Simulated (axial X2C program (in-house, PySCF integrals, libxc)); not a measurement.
# All-electron X2C curves of WF

What are the state, bond length, wavenumber and bond energy of WF, and what does spin–orbit coupling change?

The runs use an in-house X2C program for linear molecules on PySCF integrals; all-electron X2C, W dyall-cv3z, F dyall-av3z.

All values are calculated.

## (1) Input

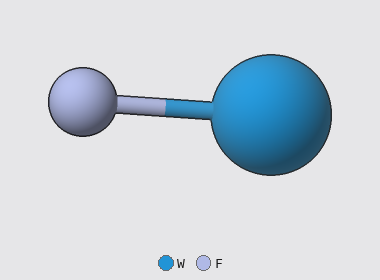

The two atoms at 2.010 Å (tungsten blue, fluorine light blue).

Contents of task.json:

```json
{
 "zs": [
  74,
  9
 ],
 "q": 0,
 "bas": [
  "dyall-cv3z",
  "dyall-av3z"
 ],
 "levels": [
  "PBE0",
  "HF",
  "TPSS"
 ],
 "cc": true,
 "r0": 2.01,
 "thr": -2.0,
 "nmax": 110,
 "npts": 10,
 "nst": 2,
 "ntry": 8
}
```

Keys: zs atomic numbers; q charge; bas basis sets; levels methods (HF also brings MP2); cc coupled cluster on or off; r0 starting distance in Å; thr threshold in hartree for freezing inner shells (an s shell follows its p shell); nmax most natural virtual spinors; npts points asked for on the curve; nst determinants followed; ntry starts of the search.

Started as:

```sh
python so2c.py task.json out
```

Spin-free means the one-electron spin-free X2C Hamiltonian; two-component (2c) means X2C with spin–orbit coupling and atomic mean-field two-electron Coulomb and Gaunt terms. Basis: W dyall-cv3z contracted to [13s14p9d7f4g], F dyall-av3z contracted to [7s6p3d2f]; Gaussian nuclei, density fitting. Masses: W 183.951 u, F 18.998 u.

Notation: σ, π±, δ± give the projection m of an orbital's angular momentum (0, ±1, ±2), α and β its spin, Λ and M_S the sums; ω is the projection of a spinor's total angular momentum and Ω the sum. Logs are in hartree.

The results follow Hamiltonian by Hamiltonian and level by level.

## (2) Search for the lowest determinant

PBE0 moves the distance from 2.010 Å to 1.891 Å and compares determinants there.

Spin-free determinants:

```json
{"ΔE (eV)": "0.00", "state": "M_S = 5/2, Λ = 0", "open shells": "beyond closed shells: σα, π+α, π-α, δ+α, δ-α"}
{"ΔE (eV)": "0.90", "state": "M_S = 3/2, Λ = 1", "open shells": "beyond closed shells: π+α, δ+α, δ-α"}
{"ΔE (eV)": "1.24", "state": "M_S = 5/2, Λ = 1", "open shells": "beyond closed shells: 2 × σα, π+α, δ+α, δ-α"}
{"ΔE (eV)": "1.27", "state": "M_S = 3/2, Λ = 2", "open shells": "beyond closed shells: π+α, π-α, δ+α"}
{"ΔE (eV)": "1.81", "state": "M_S = 3/2, Λ = 0", "open shells": "beyond closed shells: σβ, π+α, π-α, δ+α, δ-α"}
{"ΔE (eV)": "2.28", "state": "M_S = 3/2, Λ = 1", "open shells": "beyond closed shells: σα, π-α, δ+α, δ+β, δ-α"}
{"ΔE (eV)": "2.28", "state": "M_S = 3/2, Λ = 3", "open shells": "beyond closed shells: σα, π+α, δ+α, δ+β, δ-α"}
```

Two-component determinants:

| ΔE (eV) | state | open shells |
| --- | --- | --- |
| 0.00 | Ω = 5/2 | excess of +ω over −ω: ω = 5/2 |
| 0.75 | Ω = 1/2 | excess of +ω over −ω: ω = -1/2, ω = -3/2, ω = 5/2 |
| 0.92 | Ω = 1/2 | excess of +ω over −ω: ω = 1/2 |
| 1.05 | Ω = 3/2 | excess of +ω over −ω: ω = 1/2, ω = -3/2, ω = 5/2 |
| 1.32 | Ω = 7/2 | excess of +ω over −ω: 2 × ω = 1/2, ω = 5/2 |
| 1.52 | Ω = 7/2 | excess of +ω over −ω: ω = -1/2, ω = 3/2, ω = 5/2 |
| 1.64 | Ω = 3/2 | excess of +ω over −ω: ω = 3/2 |

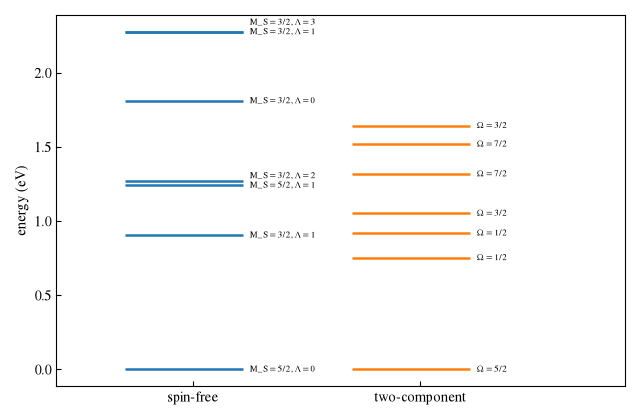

The determinants found, each set from its own lowest.

## (3) PBE0, spin-free

State followed: M_S = 5/2, Λ = 0 (beyond closed shells: σα, π+α, π-α, δ+α, δ-α). The scan is laid around 1.891 Å, a first estimate of the minimum, and this SCF restarts from the orbitals of the search.

Output at 1.891 Å:

```text
spin-free X2C-1e  PBE0
basis functions 239  fitting functions 1166  grid points 5075
iter        total energy     max residual
   1     -16243.443713333     1.68e-05
   2     -16243.443713333     1.68e-05
converged
one-electron -22664.83424131  Coulomb 6574.06353204  exact exchange -83.40820777  xc functional -255.63815561  nuclear repulsion 186.37335932
```

Along the bond, energies from the lowest point:

```tsv
R (Å)	E (eV)	μ (D)	HOMO (eV)	LUMO (eV)	iterations
1.645	1.1844	-0.59	-4.91	-2.08	12
1.721	0.4805	-1.25	-5.19	-2.11	13
1.778	0.1852	-1.71	-5.40	-2.14	13
1.834	0.0369	-2.15	-5.60	-2.19	13
1.891	0.0000	-2.56	-5.79	-2.24	2
1.957	0.0600	-3.02	-6.00	-2.31	13
2.023	0.1987	-3.46	-6.20	-2.50	13
2.108	0.4524	-3.99	-6.43	-2.78	13
2.212	0.8279	-4.61	-6.70	-3.10	14
2.364	1.4207	-5.44	-7.02	-3.52	15
```

Dipoles are positive if F is the positive end.

Outer orbitals at the reference distance:

| symmetry | occupied | ε (eV) | atomic character |
| --- | --- | --- | --- |
| σα | yes | -31.32 | 80% F s, 6% W d, 5% W p |
| σβ | yes | -31.14 | 80% F s, 6% W d, 5% W p |
| σα | yes | -12.16 | 82% F p, 11% W d, 2% W s |
| σβ | yes | -12.06 | 85% F p, 8% W d |
| π-α | yes | -11.55 | 82% F p, 12% W d, 2% W f |
| π+α | yes | -11.55 | 82% F p, 12% W d, 2% W f |
| π-β | yes | -11.03 | 87% F p, 6% W d, 3% W f |
| π+β | yes | -11.03 | 87% F p, 6% W d, 3% W f |
| σα | yes | -6.86 | 64% W s, 19% W d, 8% F p |
| δ+α | yes | -6.38 | 100% W d |
| δ-α | yes | -6.38 | 100% W d |
| π+α | yes | -5.79 | 80% W d, 9% F p, 6% W p |
| π-α | yes | -5.79 | 80% W d, 9% F p, 6% W p |
| σβ | no | -2.24 | 73% W s, 10% W d, 6% F s |
| σα | no | -2.05 | 46% W d, 38% W p, 8% W s |
| π+α | no | -0.82 | 84% W p, 9% F p, 4% W d |
| π-α | no | -0.82 | 84% W p, 9% F p, 4% W d |

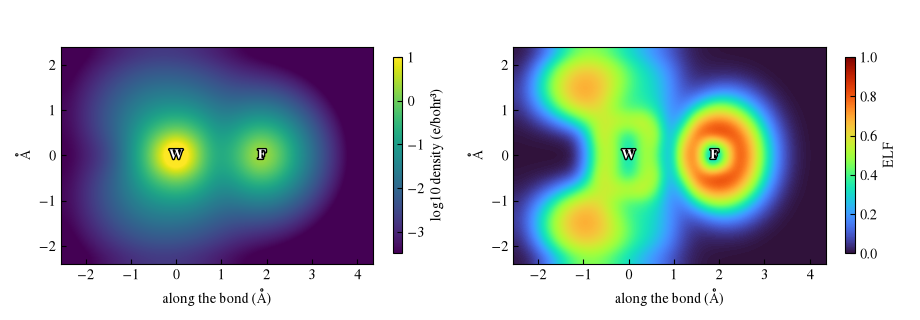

PBE0 fields in a plane through the axis, from a grid of 0.3 Å; W lies at z = 0 and F at z = 1.891 Å; the ELF is damped to zero where the density is low.

Re = 1.885 Å, ωe = 645 cm⁻¹, ωexe = 2.83 cm⁻¹, Be = 0.2755 cm⁻¹, De = 5.19 eV, μ = -2.52 D.

## (4) HF, spin-free

Output at 1.891 Å:

```text
spin-free X2C-1e  HF
basis functions 239  fitting functions 1166  grid points 5075
iter        total energy     max residual
   1     -16238.030181035     9.88e-01
   2     -16238.079040451     2.05e-02
   3     -16238.080510928     2.20e-02
   4     -16238.082640472     1.54e-03
   5     -16238.082813290     9.76e-04
   6     -16238.082877264     5.75e-04
   7     -16238.082916183     3.54e-04
   8     -16238.082935837     1.63e-04
   9     -16238.082938825     7.42e-05
  10     -16238.082939376     3.29e-05
  11     -16238.082939550     1.08e-05
  12     -16238.082939582     2.92e-06
  13     -16238.082939583     9.27e-07
converged
one-electron -22666.88964672  Coulomb 6576.34555823  exact exchange -333.91221042  xc functional 0.00000000  nuclear repulsion 186.37335932
```

Re = 1.912 Å, ωe = 627 cm⁻¹, ωexe = 2.64 cm⁻¹, Be = 0.2678 cm⁻¹, De = 3.45 eV, μ = -3.06 D.

## (5) TPSS, spin-free

The SCF at the reference distance of 1.891 Å:

```text
spin-free X2C-1e  TPSS
basis functions 239  fitting functions 1166  grid points 5075
iter        total energy     max residual
   1     -16243.269346974     2.46e-01
   2     -16243.271162518     2.17e-02
   3     -16243.264841824     3.61e-02
   4     -16243.274234042     3.27e-03
   5     -16243.274316615     2.07e-03
   6     -16243.274391197     4.23e-04
   7     -16243.274394811     5.01e-05
   8     -16243.274394887     1.81e-05
   9     -16243.274394892     4.26e-06
  10     -16243.274394892     1.03e-06
converged
one-electron -22662.21901688  Coulomb 6571.36243073  exact exchange 0.00000000  xc functional -338.79116807  nuclear repulsion 186.37335932
```

Re = 1.893 Å, ωe = 636 cm⁻¹, ωexe = 2.88 cm⁻¹, Be = 0.2733 cm⁻¹, De = 5.49 eV, μ = -2.26 D.

## (6) MP2 and beyond, spin-free

Correlated methods: 13 electrons correlated (frozen shells, counted by type: W 5 s, 4 p, 2 d, 1 f; F 1 s), 313 virtual spinors in MP2, 110 natural virtuals in coupled cluster.

Output of the correlated part at 1.891 Å:

```text
correlated 13  virtual 313  natural virtual 110  E(MP2) -0.360371858  MP2 remainder -0.008272464
iter   CCSD correlation   residual
   1     -0.345427289   1.20e-01
   2     -0.353395074   5.84e-02
   3     -0.356204080   2.01e-02
   4     -0.356277492   7.92e-03
   5     -0.356297219   3.40e-03
   6     -0.356327498   1.55e-03
   7     -0.356321310   6.96e-04
   8     -0.356324255   2.27e-04
   9     -0.356325147   7.91e-05
  10     -0.356324035   3.28e-05
  11     -0.356323789   1.53e-05
  12     -0.356323668   6.80e-06
  13     -0.356323595   2.99e-06
  14     -0.356323625   1.19e-06
  15     -0.356323624   5.68e-07
(T) -0.012415067  T1 0.0264  D1 0.0565  max T2 0.035
```

T1 in the output is the amplitude norm over the root of the electron number; divide by √2 for the Lee–Taylor value.

MP2: Re = 1.905 Å, ωe = 627 cm⁻¹, Be = 0.2698 cm⁻¹, De = 5.53 eV.

CCSD: Re = 1.905 Å, ωe = 632 cm⁻¹, ωexe = 2.65 cm⁻¹, Be = 0.2698 cm⁻¹, De = 5.08 eV. T1 at Re = 0.019 (Lee–Taylor, the printed value over √2).

CCSD(T): Re = 1.906 Å, ωe = 629 cm⁻¹, ωexe = 2.68 cm⁻¹, Be = 0.2694 cm⁻¹, De = 5.23 eV. T1 at Re = 0.019 (Lee–Taylor, the printed value over √2).

## (7) A higher determinant, spin-free

State: M_S = 3/2, Λ = 1 (beyond closed shells: π+α, δ+α, δ-α).

Output at the reference distance:

```text
spin-free X2C-1e  PBE0
basis functions 239  fitting functions 1166  grid points 5075
iter        total energy     max residual
   1     -16243.410483126     6.20e-06
   2     -16243.410483129     5.97e-06
   3     -16243.410483130     2.87e-06
converged
one-electron -22659.16220084  Coulomb 6568.22477726  exact exchange -83.35043511  xc functional -255.49598375  nuclear repulsion 186.37335932
```

```tsv
R (Å)	E above the lowest PBE0 point (eV)
1.645	1.415
1.721	0.953
1.778	0.819
1.834	0.814
1.891	0.904
1.957	1.091
2.023	1.333
2.108	1.690
2.212	2.151
```

Re = 1.807 Å, ωe = 732 cm⁻¹, ωexe = 3.67 cm⁻¹, Be = 0.2997 cm⁻¹, μ = -1.38 D. Te = 0.80 eV.

## (8) The spin-free curves together

Energy (eV) of the followed determinant, spin-free, from each level's lowest point:

```tsv
R (Å)	PBE0	HF	MP2	CCSD	CCSD(T)	TPSS
1.645	1.184	1.425	1.347	n/a	n/a	1.244
1.721	0.480	0.632	0.585	0.593	0.598	0.519
1.778	0.185	0.279	0.251	0.254	0.258	0.209
1.834	0.037	0.080	0.068	0.069	0.071	0.048
1.891	0.000	0.000	0.000	0.000	0.000	0.000
1.957	0.060	0.018	0.029	0.029	0.027	0.048
2.023	0.199	0.122	0.141	0.143	0.138	0.175
2.108	0.452	0.343	0.367	0.373	0.364	0.415
2.212	0.828	0.690	0.718	n/a	n/a	0.775
2.364	1.421	1.261	1.290	n/a	n/a	1.343
```

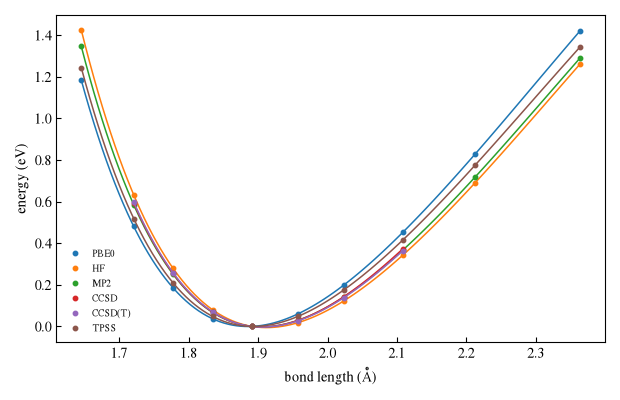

Curves of the followed state, spin-free, each from its own lowest point.

## (9) PBE0, 2c

State followed: Ω = 5/2 (excess of +ω over −ω: ω = 5/2). The scan is laid around 1.891 Å, a first estimate of the minimum, and this SCF restarts from the orbitals of the search.

Output at 1.891 Å:

```text
two-component X2C + atomic mean field  PBE0
basis functions 239  fitting functions 1166  grid points 5075
iter        total energy     max residual
   1     -16242.179792761     9.83e-06
   2     -16242.179792771     5.63e-06
   3     -16242.179792775     2.97e-06
   4     -16242.179792776     1.35e-06
converged
one-electron -22646.91132342  Coulomb 6571.34214805  exact exchange -83.37844276  xc functional -255.59166031  nuclear repulsion 186.37335932  atomic mean-field constant -14.01387366
```

Along the bond, energies from the lowest point:

```tsv
R (Å)	E (eV)	μ (D)	HOMO (eV)	LUMO (eV)	iterations
1.645	1.1637	-0.64	-4.80	-2.25	16
1.721	0.4702	-1.27	-5.07	-2.23	15
1.778	0.1796	-1.72	-5.28	-2.25	15
1.834	0.0346	-2.15	-5.47	-2.28	15
1.891	0.0000	-2.56	-5.66	-2.32	4
1.957	0.0617	-3.02	-5.87	-2.39	15
2.023	0.2015	-3.46	-6.07	-2.53	14
2.108	0.4560	-3.99	-6.30	-2.80	14
2.212	0.8319	-4.60	-6.56	-3.12	14
2.364	1.4246	-5.44	-6.83	-3.54	15
```

Dipoles are positive if F is the positive end.

Outer spinors at the reference distance:

| ω | occupied | ε (eV) | atomic character | λ mixture |
| --- | --- | --- | --- | --- |
| -7/2 | yes | -35.33 | 100% W f | 100% φ |
| 1/2 | yes | -31.31 | 80% F s, 6% W d, 5% W p | 100% σ |
| -1/2 | yes | -31.14 | 79% F s, 6% W d, 6% W p | 100% σ |
| 1/2 | yes | -12.17 | 82% F p, 11% W d, 2% W s | 100% σ |
| -1/2 | yes | -12.09 | 85% F p, 9% W d | 99% σ, 1% π |
| -1/2 | yes | -11.58 | 82% F p, 12% W d, 2% W f | 99% π, 1% σ |
| 3/2 | yes | -11.54 | 82% F p, 12% W d, 2% W f | 100% π |
| 1/2 | yes | -11.07 | 87% F p, 7% W d, 3% W f | 100% π |
| -3/2 | yes | -11.02 | 87% F p, 6% W d, 3% W f | 100% π |
| 1/2 | yes | -6.85 | 64% W s, 19% W d, 8% F p | 100% σ |
| -3/2 | yes | -6.65 | 99% W d | 100% δ |
| 5/2 | yes | -6.07 | 100% W d | 100% δ |
| -1/2 | yes | -5.96 | 80% W d, 9% F p, 7% W p | 98% π, 2% σ |
| 3/2 | yes | -5.66 | 81% W d, 9% F p, 6% W p | 99% π, 1% δ |
| -1/2 | no | -2.32 | 73% W s, 9% W d, 6% F s | 99% σ, 1% π |
| 1/2 | no | -2.09 | 46% W d, 38% W p, 8% W s | 97% σ, 3% π |
| -1/2 | no | -0.95 | 81% W p, 9% F p, 6% W d | 97% π, 3% σ |
| 3/2 | no | -0.76 | 50% W p, 45% W d, 4% F p | 57% π, 43% δ |

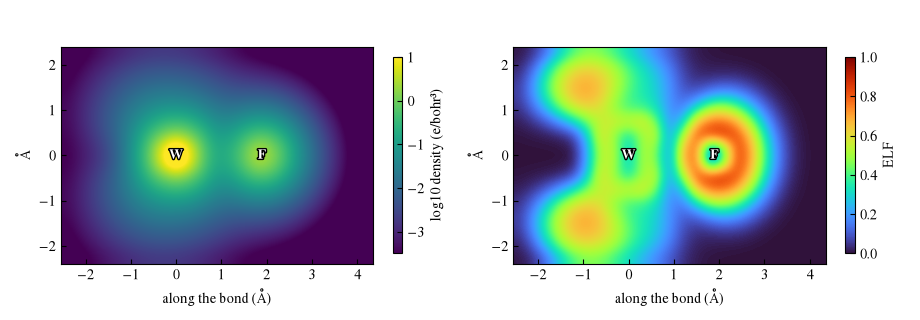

PBE0 fields in a plane through the axis, from a grid of 0.3 Å; W lies at z = 0 and F at z = 1.891 Å; the ELF is damped to zero where the density is low.

Re = 1.884 Å, ωe = 645 cm⁻¹, ωexe = 2.83 cm⁻¹, Be = 0.2758 cm⁻¹, De = 5.18 eV, μ = -2.51 D.

## (10) HF, 2c

The SCF at the reference distance of 1.891 Å:

```text
two-component X2C + atomic mean field  HF
basis functions 239  fitting functions 1166  grid points 5075
iter        total energy     max residual
   1     -16236.723460733     9.84e-01
   2     -16236.772616013     2.05e-02
   3     -16236.774164912     2.20e-02
   4     -16236.776295796     1.58e-03
   5     -16236.776497824     9.80e-04
   6     -16236.776577911     5.75e-04
   7     -16236.776630231     4.06e-04
   8     -16236.776657062     2.17e-04
   9     -16236.776661064     1.32e-04
  10     -16236.776662012     8.98e-05
  11     -16236.776662530     5.03e-05
  12     -16236.776662714     2.36e-05
  13     -16236.776662768     1.33e-05
  14     -16236.776662796     7.14e-06
  15     -16236.776662808     3.58e-06
  16     -16236.776662810     2.18e-06
  17     -16236.776662811     9.88e-07
converged
one-electron -22648.91550765  Coulomb 6573.57302834  exact exchange -333.79366916  xc functional 0.00000000  nuclear repulsion 186.37335932  atomic mean-field constant -14.01387366
```

Re = 1.911 Å, ωe = 626 cm⁻¹, ωexe = 2.64 cm⁻¹, Be = 0.2681 cm⁻¹, De = 3.44 eV, μ = -3.04 D.

## (11) TPSS, 2c

Output at 1.891 Å:

```text
two-component X2C + atomic mean field  TPSS
basis functions 239  fitting functions 1166  grid points 5075
iter        total energy     max residual
   1     -16241.995009458     2.45e-01
   2     -16241.996880995     2.17e-02
   3     -16241.990623918     3.60e-02
   4     -16241.999936485     3.28e-03
   5     -16242.000019136     2.07e-03
   6     -16242.000092322     4.37e-04
   7     -16242.000096125     5.05e-05
   8     -16242.000096206     1.84e-05
   9     -16242.000096211     4.20e-06
  10     -16242.000096212     1.09e-06
converged
one-electron -22644.29697081  Coulomb 6568.64152200  exact exchange 0.00000000  xc functional -338.70413307  nuclear repulsion 186.37335932  atomic mean-field constant -14.01387366
```

Re = 1.891 Å, ωe = 635 cm⁻¹, ωexe = 2.9 cm⁻¹, Be = 0.2737 cm⁻¹, De = 5.48 eV, μ = -2.26 D.

## (12) Correlated methods, 2c

Correlated methods: 13 electrons correlated (frozen shells, counted by type: W 5 s, 4 p, 2 d, 1 f; F 1 s), 313 virtual spinors in MP2, 110 natural virtuals in coupled cluster.

Output of the correlated part at 1.891 Å:

```text
correlated 13  virtual 313  natural virtual 110  E(MP2) -0.360827840  MP2 remainder -0.008539297
iter   CCSD correlation   residual
   1     -0.345646598   1.20e-01
   2     -0.353627023   5.84e-02
   3     -0.356443197   2.02e-02
   4     -0.356515579   7.96e-03
   5     -0.356536876   3.47e-03
   6     -0.356568294   1.62e-03
   7     -0.356561820   7.51e-04
   8     -0.356565531   2.72e-04
   9     -0.356566165   1.20e-04
  10     -0.356565118   6.55e-05
  11     -0.356564611   3.66e-05
  12     -0.356564524   1.65e-05
  13     -0.356564386   7.47e-06
  14     -0.356564457   3.64e-06
  15     -0.356564462   1.82e-06
(T) -0.012421161  T1 0.0263  D1 0.0556  max T2 0.036
```

MP2: Re = 1.904 Å, ωe = 626 cm⁻¹, Be = 0.2702 cm⁻¹, De = 5.52 eV.

CCSD: Re = 1.904 Å, ωe = 631 cm⁻¹, ωexe = 2.7 cm⁻¹, Be = 0.2702 cm⁻¹, De = 5.07 eV. T1 at Re = 0.019 (Lee–Taylor, the printed value over √2).

CCSD(T): Re = 1.905 Å, ωe = 628 cm⁻¹, ωexe = 2.71 cm⁻¹, Be = 0.2698 cm⁻¹, De = 5.22 eV. T1 at Re = 0.019 (Lee–Taylor, the printed value over √2).

## (13) A higher determinant, 2c

State: Ω = 1/2 (excess of +ω over −ω: ω = -1/2, ω = -3/2, ω = 5/2).

Output at the reference distance:

```text
two-component X2C + atomic mean field  PBE0
basis functions 239  fitting functions 1166  grid points 5075
iter        total energy     max residual
   1     -16242.152163857     1.12e-05
   2     -16242.152163895     8.36e-06
   3     -16242.152163925     5.23e-06
   4     -16242.152163945     1.86e-06
   5     -16242.152163945     1.05e-06
converged
one-electron -22641.32531949  Coulomb 6565.58879517  exact exchange -83.32245726  xc functional -255.45266803  nuclear repulsion 186.37335932  atomic mean-field constant -14.01387366
```

```tsv
R (Å)	E above the lowest PBE0 point (eV)
1.645	1.270
1.721	0.808
1.778	0.673
1.834	0.666
1.891	0.752
1.957	0.934
2.023	1.172
2.108	1.525
2.212	1.982
```

Re = 1.809 Å, ωe = 726 cm⁻¹, ωexe = 3.6 cm⁻¹, Be = 0.2992 cm⁻¹, μ = -1.31 D. Te = 0.66 eV.

## (14) The 2c curves together

Energy (eV) of the followed determinant, 2c, from each level's lowest point:

```tsv
R (Å)	PBE0	HF	MP2	CCSD	CCSD(T)	TPSS
1.645	1.164	1.408	1.325	n/a	n/a	1.211
1.721	0.470	0.623	0.574	0.580	0.586	0.505
1.778	0.180	0.274	0.245	0.248	0.252	0.202
1.834	0.035	0.078	0.065	0.066	0.068	0.046
1.891	0.000	0.000	0.000	0.000	0.000	0.000
1.957	0.062	0.020	0.031	0.031	0.029	0.050
2.023	0.202	0.126	0.144	0.146	0.141	0.178
2.108	0.456	0.347	0.371	0.377	0.368	0.419
2.212	0.832	0.695	0.722	n/a	n/a	0.779
2.364	1.425	1.266	1.295	n/a	n/a	1.348
```

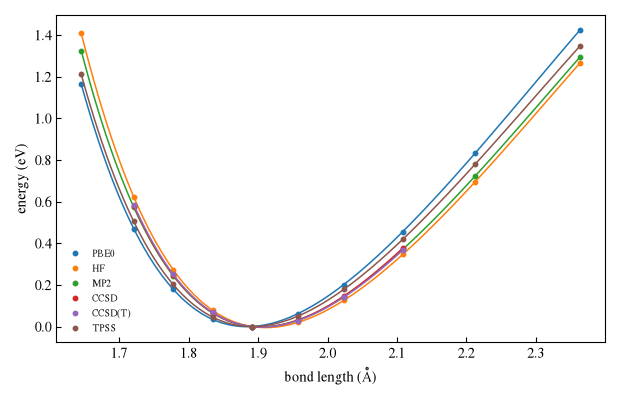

Curves of the followed state, 2c, each from its own lowest point.

The whole job took 6 min on 1 thread of Arm Neoverse V1, shared host; peak memory 1.2 GiB.

## (15) Results

Lowest determinant that the search found at its distance, spin-free: M_S = 5/2, Λ = 0 (beyond closed shells: σα, π+α, π-α, δ+α, δ-α).

Lowest determinant that the search found at its distance, 2c: Ω = 5/2 (excess of +ω over −ω: ω = 5/2).

| Hamiltonian | level | Re (Å) | ωe (cm⁻¹) | De (eV) | μ (D) |
| --- | --- | --- | --- | --- | --- |
| spin-free | PBE0 | 1.885 | 645 | 5.19 | -2.52 |
| spin-free | HF | 1.912 | 627 | 3.45 | -3.06 |
| spin-free | MP2 | 1.905 | 627 | 5.53 | n/a |
| spin-free | CCSD | 1.905 | 632 | 5.08 | n/a |
| spin-free | CCSD(T) | 1.906 | 629 | 5.23 | n/a |
| spin-free | TPSS | 1.893 | 636 | 5.49 | -2.26 |
| 2c | PBE0 | 1.884 | 645 | 5.18 | -2.51 |
| 2c | HF | 1.911 | 626 | 3.44 | -3.04 |
| 2c | MP2 | 1.904 | 626 | 5.52 | n/a |
| 2c | CCSD | 1.904 | 631 | 5.07 | n/a |
| 2c | CCSD(T) | 1.905 | 628 | 5.22 | n/a |
| 2c | TPSS | 1.891 | 635 | 5.48 | -2.26 |

Dipoles are positive if F is the positive end.

Time per point (s) on 1 thread of Arm Neoverse V1, shared host (2c runs; CCSD comes with the CCSD(T) run); the times are rough: PBE0 1.6, HF 1.5, MP2 2.1, CCSD(T) 12, TPSS 1.1.

**Reading.** At CCSD(T), going from spin-free to two-component changes Re by -1 mÅ, ωe by -0.1 %, which is small (part of it comes from the scalar share of the two-electron terms). De moves by -0.01 eV; both De rest on single-determinant atoms, which can miss part of an open shell's spin–orbit lowering.

De refers to W + F, each in the lowest determinant found, which need not be this curve's own limit. Each curve is one determinant whose occupation by symmetry is held fixed; it was picked as the lowest of a PBE0 search that is not exhaustive. Dissociation energies refer to the lowest single-determinant-based atoms at the same level and basis. Density functionals use the spin component along the axis (collinear). CCSD and (T) use frozen natural virtuals with an MP2 correction for the truncation. The meta-GGAs lack a current-density term, which matters for open shells with orbital currents, atoms included. With several unpaired electrons one determinant need not be a pure state. At some level an empty orbital lies below a filled one.
